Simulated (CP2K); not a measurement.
**InF2 (SMILES [F][In][F]) at PM3**

Aim: the vertical electron affinity of InF2 at PM3, from 2 runs. 

The results are computed with CP2K 2026.2.

3 further runs of the same task are left out: 3 set aside as unsound or not needed.

**1. Starting point**

The species is InF2 (3 atoms), meant as a doublet with charge 0. As SMILES, `[F][In][F]`. The shape comes from GFN2-xTB, which is rough for such elements, and wasn't checked as a minimum.

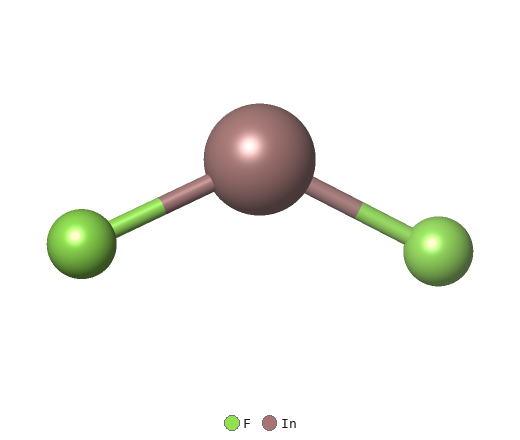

The structure, seen from a chosen angle (fluorine green, indium brown).

**2. Energy and gradient at PM3**

job.inp reads:

```
&GLOBAL
 PROJECT_NAME job
 RUN_TYPE ENERGY_FORCE
 PRINT_LEVEL MEDIUM
&END GLOBAL

&FORCE_EVAL
 METHOD QUICKSTEP
 &DFT
  MULTIPLICITY 2
  UNRESTRICTED_KOHN_SHAM T
  &QS
   METHOD PM3
   EPS_DEFAULT 1.0E-10
   &SE
    &COULOMB
     CUTOFF [angstrom] 50
     RC_RANGE [angstrom] 0
    &END COULOMB
    &EXCHANGE
     CUTOFF [angstrom] 50
     RC_RANGE [angstrom] 0
    &END EXCHANGE
   &END SE
  &END QS
  &POISSON
   PERIODIC NONE
   POISSON_SOLVER ANALYTIC
  &END POISSON
  &SCF
   SCF_GUESS ATOMIC
   EPS_SCF 1.0E-06
   MAX_SCF 150
   &DIAGONALIZATION
    ALGORITHM STANDARD
   &END DIAGONALIZATION
   &MIXING
    METHOD DIRECT_P_MIXING
    ALPHA 0.4
   &END MIXING
  &END SCF
  &PRINT
   &MOMENTS
    PERIODIC F
    REFERENCE COM
    MAX_MOMENT 1
   &END MOMENTS
   &MO ON
    ENERGIES T
    OCCUPATION_NUMBERS T
    NDIGITS 6
    &EACH
     QS_SCF 0
    &END EACH
    ADD_LAST NUMERIC
   &END MO
   &HIRSHFELD OFF
   &END HIRSHFELD
  &END PRINT
 &END DFT
 &SUBSYS
  &CELL
   ABC 9.3 11.5 9
   PERIODIC NONE
  &END CELL
  &COORD
   F      0.809810     1.645580     0.611480
   In    -0.520140     0.230220    -0.253860
   F     -0.289660    -1.875800    -0.357620
  &END COORD
  &TOPOLOGY
   &CENTER_COORDINATES
   &END CENTER_COORDINATES
  &END TOPOLOGY
 &END SUBSYS
 &PRINT
  &FORCES ON
  &END FORCES
 &END PRINT
&END FORCE_EVAL
```

The run is started by

```console
$ OMP_NUM_THREADS=1 cp2k.psmp job.inp > job.out
```

Output:

```text
CP2K| version string:                                       CP2K version 2026.2
[...]
 GLOBAL| Method name                                                        CP2K
[...]
 GLOBAL| Run type                                                   ENERGY_FORCE
[...]
                             - Atoms:                                          3
[...]
                             - Spherical basis functions:                     12
[...]
 Number of electrons:                                                          9
[...]
     1 P_Mix/Diag. 0.40E+00    0.0     0.59328242       -32.9356466883 -3.29E+01
[...]
    19 DIIS/Diag.  0.32E-06    0.0     0.00000074       -34.3014329957 -8.17E-12
  *** SCF run converged in    19 steps ***
  Core-core repulsion energy [eV]:                            398.60947718611129
  Core Hamiltonian energy [eV]:                             -1629.02796327074680
  Two-electron integral energy [eV]:                          594.05805201741282
  Electronic energy [eV]:                                   -1331.99893726204050
  Total energy [eV]:                                         -933.38946007592926
  Atomic reference energy [eV]:                               931.16279857497466
  Heat of formation [kcal/mol]:                               -51.34803811650846
[...]
 SE_DIPOLE| Moment [Debye]          1.39395835      -0.60546675       0.68157439
 SE_DIPOLE| Derivative [a.u.]       0.00000000       0.00000000       0.00000000
 ENERGY| Total FORCE_EVAL ( QS ) energy [hartree]            -34.301432995701852
 FORCES| Atomic forces [hartree/bohr]
 FORCES|   Atom     x               y               z               |f|
 FORCES|      1 -3.79432703E-02 -4.86484484E-02 -2.55802456E-02   6.67885638E-02
 FORCES|      2  3.99046191E-02 -1.69852571E-02  1.95487999E-02   4.75713481E-02
 FORCES|      3 -1.96134876E-03  6.56337054E-02  6.03144564E-03   6.59394306E-02
 FORCES| Sum     1.11022302E-16 -1.66533454E-16 -2.77555756E-17
 FORCES| Total atomic force                                       2.02063641E-16
[...]
```

Wall time 0.9 s (1 thread of Intel Xeon 6975P-C (Granite Rapids), shared host); peak memory 0.18 GiB.

**3. The singlet anion, same level**

run.inp reads:

```
&GLOBAL
   PROJECT_NAME run
   RUN_TYPE ENERGY_FORCE
   PRINT_LEVEL MEDIUM
&END GLOBAL

&FORCE_EVAL
   METHOD QUICKSTEP
   &DFT
      CHARGE -1
      &QS
         METHOD PM3
         EPS_DEFAULT 1.0E-10
         &SE
            &COULOMB
               CUTOFF [angstrom] 50
               RC_RANGE [angstrom] 0
            &END COULOMB
            &EXCHANGE
               CUTOFF [angstrom] 50
               RC_RANGE [angstrom] 0
            &END EXCHANGE
         &END SE
      &END QS
      &POISSON
         PERIODIC NONE
         POISSON_SOLVER ANALYTIC
      &END POISSON
      &SCF
         SCF_GUESS ATOMIC
         EPS_SCF 1.0E-06
         MAX_SCF 30
         &OT
            MINIMIZER DIIS
            PRECONDITIONER FULL_ALL
         &END OT
         &OUTER_SCF
            EPS_SCF 1.0E-06
            MAX_SCF 5
         &END OUTER_SCF
      &END SCF
      &PRINT
         &MOMENTS
            PERIODIC F
            REFERENCE COM
            MAX_MOMENT 1
         &END MOMENTS
         &MO_CUBES
            NLUMO 1
            NHOMO -1
            WRITE_CUBE F
         &END MO_CUBES
         &HIRSHFELD OFF
         &END HIRSHFELD
      &END PRINT
   &END DFT
   &SUBSYS
      &CELL
         ABC 9.3 11.5 9
         PERIODIC NONE
      &END CELL
      &COORD
         F      0.809810     1.645580     0.611480
         In    -0.520140     0.230220    -0.253860
         F     -0.289660    -1.875800    -0.357620
      &END COORD
      &TOPOLOGY
         &CENTER_COORDINATES
         &END CENTER_COORDINATES
      &END TOPOLOGY
   &END SUBSYS
   &PRINT
      &FORCES ON
      &END FORCES
   &END PRINT
&END FORCE_EVAL
```

The run is started by

```console
$ OMP_NUM_THREADS=1 cp2k.psmp -i run.inp -o run.out
```

Output:

```text
CP2K| version string:                                       CP2K version 2026.2
[...]
 GLOBAL| Method name                                                        CP2K
[...]
 GLOBAL| Run type                                                   ENERGY_FORCE
[...]
                             - Atoms:                                          3
[...]
                             - Spherical basis functions:                     12
[...]
 Number of electrons:                                                         18
[...]
     1 OT DIIS     0.15E+00    0.0     0.17963754       -33.6199345826 -3.36E+01
[...]
     2 OT DIIS     0.15E+00    0.0     0.00000093       -34.4414737810 -2.92E-11
  *** SCF run converged in     2 steps ***
  Core-core repulsion energy [eV]:                            398.60947718611129
  Core Hamiltonian energy [eV]:                             -1687.97978584250336
  Two-electron integral energy [eV]:                          704.34029003308433
  Electronic energy [eV]:                                   -1335.80964082596142
  Total energy [eV]:                                         -937.20016363985019
  Atomic reference energy [eV]:                               931.16279857497466
  Heat of formation [kcal/mol]:                              -139.22495688796522
[...]
 SE_DIPOLE| Moment [Debye]          0.46991393      -0.18431315       0.23190829
 SE_DIPOLE| Derivative [a.u.]       0.00000000       0.00000000       0.00000000
 *** WARNING in qs_scf_post_se.F:140 :: Printing of MO cube files not ***
 *** implemented for Semi-Empirical method.                           ***
 ENERGY| Total FORCE_EVAL ( QS ) energy [hartree]            -34.441473781002713
 FORCES| Atomic forces [hartree/bohr]
 FORCES|   Atom     x               y               z               |f|
 FORCES|      1 -6.97509664E-03 -3.05309846E-02 -7.03194330E-03   3.20973709E-02
 FORCES|      2 -4.59751503E-03  2.93458141E-03 -2.14663412E-03   5.86148023E-03
 FORCES|      3  1.15726117E-02  2.75964032E-02  9.17857741E-03   3.13006884E-02
 FORCES| Sum    -5.55111512E-17 -2.22044605E-16  2.77555756E-17
 FORCES| Total atomic force                                       2.30555127E-16
[...]
```

Run time: 1 s. Hardware: 1 thread of Intel Xeon 6975P-C (Granite Rapids), shared host; peak memory 0.18 GiB.

**4. Outcome**

Level: PM3.

```
                                                quantity            value
                              doublet InF2: total energy     -34.30143 Eh
                             doublet InF2: dipole moment           1.67 D
        doublet InF2: HOMO energy (highest over α and β)        -11.65 eV
 doublet InF2: heat of formation at this unrelaxed shape   -51.3 kcal/mol
                  doublet InF2: largest force on an atom       3.434 eV/Å
                             singlet anion: total energy     -34.44147 Eh
singlet anion: heat of formation at this unrelaxed shape  -139.2 kcal/mol
                 singlet anion: largest force on an atom       1.651 eV/Å
       vertical electron affinity (to the singlet anion)         3.811 eV
```

**Reading.** At fixed nuclei the extra electron is bound by 3.81 eV (88 kcal/mol). The largest force (doublet InF2) is 3.43 eV/Å: the shape isn't a stationary point for this species at this level. A minimal valence basis can't be trusted even for the sign of an electron affinity.
